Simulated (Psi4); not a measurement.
# C2H3BFN (SMILES FB1C=NC1) at B3LYP/6-31G(d) (spherical functions)

Aim: the vertical ionisation energy of C2H3BFN at B3LYP/6-31G* (spherical functions), from 2 runs. The job is set up through a Python script.

The calculation is run with Psi4 1.11.

4 further runs of the same task are left out: 4 set aside as unsound or not needed. Runs told in other sessions of the task aren't counted.

## 1. Starting point

C2H3BFN: 8 atoms, total charge 0, spin state singlet. SMILES: `FB1C=NC1`. The coordinates come from a PBE0-D4/def2-TZVP relaxation.

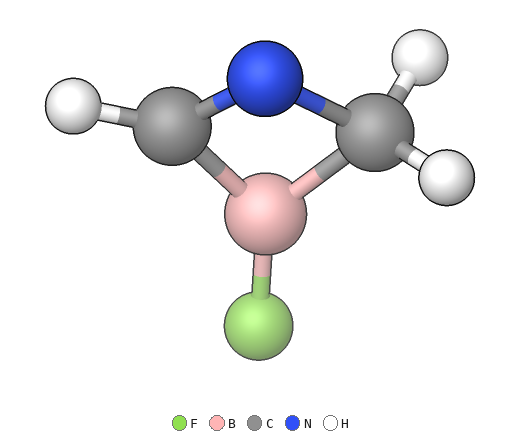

The structure, seen from a chosen angle (fluorine green, boron pink, carbon grey, nitrogen blue, hydrogen white).

## 2. Energy and forces at B3LYP/6-31G(d) (spherical functions)

Contents of c2h3bfn.py:

```python
import psi4

psi4.set_memory('2200 MB')
psi4.set_num_threads(1)
psi4.core.set_output_file('run.log', False)

molecule = psi4.geometry("""
0 1
F
B 1 1.311859
C 2 1.553241 1 135.61418
N 3 1.290611 2 90.66778 1 151.06682
C 4 1.510305 3 99.22961 2 11.08004
H 3 1.08709 4 122.5784 5 -177.30916
H 5 1.092518 4 113.04483 3 -130.87369
H 5 1.090386 7 109.00334 4 122.73864
symmetry c1
""")

psi4.set_options({
    'basis': '6-31G*',
    'puream': True,
    'e_convergence': 1e-09,
    'd_convergence': 1e-08,
    'scf_type': 'pk',
    'dft_radial_points': 99,
    'dft_spherical_points': 590,
})

energy_value, wavefunction = psi4.gradient("b3lyp", return_wfn=True)
psi4.oeprop(wavefunction, "WIBERG_LOWDIN_INDICES", "MULLIKEN_CHARGES", "QUADRUPOLE")
print('gradient / Eh bohr^-1')
print(energy_value.np.round(6))
print(f'energy = {wavefunction.energy():.10f} Eh')
for k, v in sorted(psi4.core.scalar_variables().items()):
    print(f'{k:45s} {v:18.10f}')
```

The run is started by

```sh
python c2h3bfn.py
```

run.log:

```text
[...]
  Running in c1 symmetry.
[...]
  Nuclear repulsion =  145.302492501054076
[...]
  Multiplicity = 1
[...]
  Nalpha       = 18
  Nbeta        = 18
[...]
    Number of basis functions: 76
[...]
   @RKS iter   1:  -257.23809678376438   -2.46562e-01   8.40458e-03 DIIS/ADIIS
[...]
   @RKS iter  12:  -257.45076499730510   -5.00222e-12   9.72865e-09 DIIS
[...]
    Orbital Energies [Eh]
    ---------------------
    Doubly Occupied:
       1A    -24.715762     2A    -14.356275     3A    -10.212231
       4A    -10.191766     5A     -6.813919     6A     -1.224086
       7A     -0.953193     8A     -0.688596     9A     -0.582780
      10A     -0.540881    11A     -0.507795    12A     -0.474183
      13A     -0.470376    14A     -0.438845    15A     -0.410401
      16A     -0.319364    17A     -0.314957    18A     -0.257274
[...]
  @RKS Final Energy:  -257.45076499730510
   => Energetics <=
    Nuclear Repulsion Energy =            145.3024925010540755
    One-Electron Energy =                -639.1224895231487153
    Two-Electron Energy =                 263.4211122483764598
    DFT Exchange-Correlation Energy =     -27.0518802235869096
    Empirical Dispersion Energy =           0.0000000000000000
    VV10 Nonlocal Energy =                  0.0000000000000000
    Total Energy =                       -257.4507649973051002
[...]
  -Total Gradient:
     Atom            X                  Y                   Z
    ------   -----------------  -----------------  -----------------
       1       -0.000262797299     0.000056152028     0.008603559287
       2        0.002898932784     0.001641684255    -0.001762920832
       3        0.004998152473     0.004708639327     0.007622134033
       4       -0.007786142646    -0.001219782586    -0.014634104237
       5        0.000651468577    -0.004183551337     0.002395393145
       6        0.000391811216     0.001959364677    -0.000538072674
       7       -0.001975238031    -0.001232240905    -0.000315471911
       8        0.001079662648    -0.001736202941    -0.001379073657
[...]
 Multipole Moments:
 ------------------------------------------------------------------------------------
     Multipole            Electronic (a.u.)      Nuclear  (a.u.)        Total (a.u.)
 ------------------------------------------------------------------------------------
 L = 1.  Multiply by 2.5417464519 to convert [e a0] to [Debye]
 Dipole X            :         -1.0493202            0.7829571           -0.2663631
 Dipole Y            :         -0.9700970            1.0314399            0.0613429
 Dipole Z            :         -4.7140132            4.5216606           -0.1923526
 Magnitude           :                                                    0.3342331
 L = 2.  Multiply by 1.3450342976 to convert [e a0^2] to [Debye ang]
 Quadrupole XX       :        -35.9222858           15.8446950          -20.0775908
 Quadrupole XY       :        -14.8286610           15.2616940            0.4330329
[...]
  Mulliken Charges: (a.u.)
   Center  Symbol    Alpha    Beta     Spin     Total
       1     F     4.60284  4.60284  0.00000 -0.20568
       2     B     2.30470  2.30470  0.00000  0.39061
       3     C     3.03060  3.03060  0.00000 -0.06121
       4     N     3.63726  3.63726  0.00000 -0.27452
       5     C     3.16000  3.16000  0.00000 -0.32000
       6     H     0.42753  0.42753  0.00000  0.14495
       7     H     0.42110  0.42110  0.00000  0.15780
       8     H     0.41598  0.41598  0.00000  0.16804
   Total alpha = 18.00000, Total beta = 18.00000, Total charge = -0.00000
[...]
```

Standard output:

```text
gradient / Eh bohr^-1
[[-2.6300e-04  5.6000e-05  8.6040e-03]
 [ 2.8990e-03  1.6420e-03 -1.7630e-03]
 [ 4.9980e-03  4.7090e-03  7.6220e-03]
 [-7.7860e-03 -1.2200e-03 -1.4634e-02]
 [ 6.5100e-04 -4.1840e-03  2.3950e-03]
 [ 3.9200e-04  1.9590e-03 -5.3800e-04]
 [-1.9750e-03 -1.2320e-03 -3.1500e-04]
 [ 1.0800e-03 -1.7360e-03 -1.3790e-03]]
energy = -257.4507649973 Eh
CURRENT ENERGY                                   -257.4507649973
CURRENT REFERENCE ENERGY                         -257.4507649973
DD SOLVATION ENERGY                                 0.0000000000
DFT FUNCTIONAL TOTAL ENERGY                      -257.4507649973
DFT TOTAL ENERGY                                 -257.4507649973
DFT VV10 ENERGY                                     0.0000000000
DFT XC ENERGY                                     -27.0518802236
GRID ELECTRONS ALPHA                               18.0000002927
GRID ELECTRONS BETA                                18.0000002927
GRID ELECTRONS TOTAL                               36.0000005853
NUCLEAR REPULSION ENERGY                          145.3024925011
ONE-ELECTRON ENERGY                              -639.1224895231
PCM POLARIZATION ENERGY                             0.0000000000
PE ENERGY                                           0.0000000000
SCF ITERATION ENERGY                             -257.4507649973
SCF ITERATIONS                                     12.0000000000
SCF TOTAL ENERGY                                 -257.4507649973
TWO-ELECTRON ENERGY                               263.4211122484
XC GRID RADIAL POINTS                              99.0000000000
XC GRID SPHERICAL POINTS                          590.0000000000
XC GRID TOTAL POINTS                           439971.0000000000
```

Run time: 12 s. Hardware: 1 thread of Intel Xeon 6975P-C (Granite Rapids), shared host; peak memory 1.1 GiB.

## 3. The doublet cation

Contents of c2h3bfn.py:

```python
import psi4

psi4.set_memory(2200000000)
psi4.set_num_threads(1)
psi4.set_output_file('psi4.out', False)

mol = psi4.geometry("""
1 2
F      0.213200    -1.007300     1.918400
B     -0.024100    -0.304800     0.836200
C      0.319000     1.128500     0.345800
N      0.303900     0.728600    -0.881200
C     -0.301700    -0.640600    -0.682300
H      0.656500     2.120900     0.633900
H      0.257100    -1.432700    -1.186200
H     -1.331600    -0.649700    -1.040300
symmetry c1
no_reorient
no_com
""")

options = {'reference': 'uks', 'puream': True, 'e_convergence': 1e-09, 'd_convergence': 1e-08, 'scf_type': 'pk', 'dft_radial_points': 99, 'dft_spherical_points': 590, 'maxiter': 100}
psi4.set_options(options)

e, wfn = psi4.gradient('b3lyp/6-31G*', return_wfn=True)
psi4.oeprop(wfn, 'QUADRUPOLE', 'LOWDIN_CHARGES', 'MAYER_INDICES')
print('gradient / Eh bohr^-1')
print(e.np.round(6))
print(f'energy = {wfn.energy():.10f} Eh')
for k, v in sorted(psi4.core.scalar_variables().items()):
    print(f'{k:45s} {v:18.10f}')
```

The run is started by

```sh
python c2h3bfn.py
```

psi4.out, cut to the lines that bear on the results:

```text
[...]
  Running in c1 symmetry.
[...]
  Nuclear repulsion =  145.302480494240513
[...]
  Multiplicity = 2
[...]
  Nalpha       = 18
  Nbeta        = 17
[...]
    Number of basis functions: 76
[...]
   @UKS iter   1:  -256.98581632443012    5.71810e-03   6.30152e-03 ADIIS/DIIS
[...]
   @UKS iter  18:  -257.09430692246826   -1.76215e-12   5.88040e-09 DIIS
[...]
   @S^2 Observed:                7.587165485E-01
[...]
  @UKS Final Energy:  -257.09430692246826
   => Energetics <=
    Nuclear Repulsion Energy =            145.3024804942405126
    One-Electron Energy =                -629.4065450490716103
    Two-Electron Energy =                 253.7616369016128317
    DFT Exchange-Correlation Energy =     -26.7518792692500043
    Empirical Dispersion Energy =           0.0000000000000000
    VV10 Nonlocal Energy =                  0.0000000000000000
    Total Energy =                       -257.0943069224682631
  UHF NO Occupations:
  HONO-2 :   16  A 1.9991632
  HONO-1 :   17  A 1.9968891
[...]
  -Total Gradient:
     Atom            X                  Y                   Z
    ------   -----------------  -----------------  -----------------
       1        0.008365240158    -0.015684429372     0.017127004260
       2       -0.008546926642     0.026432724579    -0.009391022663
       3       -0.032433825128    -0.064981058954     0.023932502145
       4        0.013075420621     0.016321459595    -0.066110775236
       5        0.014927589186     0.040745419866     0.041336044046
       6        0.002756682464    -0.003593774853    -0.006402652549
       7       -0.001660629451    -0.000691610477     0.000405387106
       8        0.003517458411     0.001452837188    -0.000885430711
[...]
 Multipole Moments:
 ------------------------------------------------------------------------------------
     Multipole            Electronic (a.u.)      Nuclear  (a.u.)        Total (a.u.)
[...]
```

Standard output:

```text
gradient / Eh bohr^-1
[[ 0.008365 -0.015684  0.017127]
 [-0.008547  0.026433 -0.009391]
 [-0.032434 -0.064981  0.023933]
 [ 0.013075  0.016321 -0.066111]
 [ 0.014928  0.040745  0.041336]
 [ 0.002757 -0.003594 -0.006403]
 [-0.001661 -0.000692  0.000405]
 [ 0.003517  0.001453 -0.000885]]
energy = -257.0943069225 Eh
CURRENT ENERGY                                   -257.0943069225
CURRENT REFERENCE ENERGY                         -257.0943069225
DD SOLVATION ENERGY                                 0.0000000000
DFT FUNCTIONAL TOTAL ENERGY                      -257.0943069225
DFT TOTAL ENERGY                                 -257.0943069225
DFT VV10 ENERGY                                     0.0000000000
DFT XC ENERGY                                     -26.7518792693
GRID ELECTRONS ALPHA                               18.0000002751
GRID ELECTRONS BETA                                17.0000002531
GRID ELECTRONS TOTAL                               35.0000005282
NUCLEAR REPULSION ENERGY                          145.3024804942
ONE-ELECTRON ENERGY                              -629.4065450491
PCM POLARIZATION ENERGY                             0.0000000000
PE ENERGY                                           0.0000000000
SCF ITERATION ENERGY                             -257.0943069225
SCF ITERATIONS                                     18.0000000000
SCF TOTAL ENERGY                                 -257.0943069225
TWO-ELECTRON ENERGY                               253.7616369016
XC GRID RADIAL POINTS                              99.0000000000
XC GRID SPHERICAL POINTS                          590.0000000000
XC GRID TOTAL POINTS                           439972.0000000000
```

Run time: 24 s. Hardware: 1 thread of Intel Xeon 6975P-C (Granite Rapids), shared host; peak memory 1.1 GiB.

## 4. Results

At B3LYP/6-31G* (spherical functions):

| quantity | value |
| --- | --- |
| singlet C2H3BFN: total energy | -257.45076 Eh |
| singlet C2H3BFN: dipole moment | 0.85 D |
| singlet C2H3BFN: HOMO energy | -7.00 eV |
| singlet C2H3BFN: LUMO energy | -1.57 eV |
| singlet C2H3BFN: HOMO–LUMO gap | 5.43 eV |
| singlet C2H3BFN: largest force on an atom | 0.855 eV/Å |
| doublet cation: total energy | -257.09431 Eh |
| doublet cation: HOMO energy (highest over α and β) | -15.52 eV |
| doublet cation: LUMO energy (lowest over α and β) | -12.36 eV |
| doublet cation: ⟨S²⟩ | 0.759 |
| doublet cation: largest force on an atom | 3.932 eV/Å |
| vertical ionisation energy (to the doublet cation) | 9.700 eV |

The vertical ionisation energy comes to 9.70 eV (224 kcal/mol). The largest force (singlet C2H3BFN) is 0.85 eV/Å: the shape isn't a stationary point for this species at this level. −ε(HOMO) before ionisation, 7.00 eV, is 2.70 eV below this ionisation energy. With no_com the log's rotational constants are taken about the origin, not the centre of mass, so they aren't the molecule's.
